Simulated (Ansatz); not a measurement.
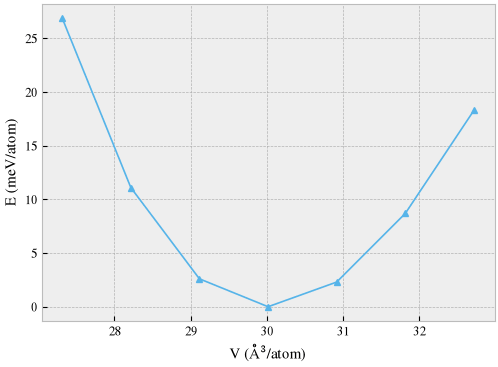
Rb2AgSbCl6 in space group Fm-3m (No. 225; Rb on 8c, Ag on 4b, Sb on 4a, Cl on 24e) under volume change, DFT-r²SCAN in the program Ansatz with PAW potentials, shape and atoms relaxed at each volume.

Q: What does a third-order Birch–Murnaghan fit give for V₀, B₀ and B′?

A: V₀ = 30.01 Å³/atom, B₀ = 28.9 GPa, B′ = 5.6.

The workflow started from a Materials Project entry (that database holds measured and hypothetical structures alike); the Crystallography Open Database copy checked does not list it. Its standing as an ambient phase is unchecked. The cell was relaxed with r²SCAN under the symmetry of its start; its stability against distortions is not shown here. No spin polarisation was allowed. Spin–orbit coupling is left out wherever it is not named.

Potentials: the later of the program's two PAW sets.
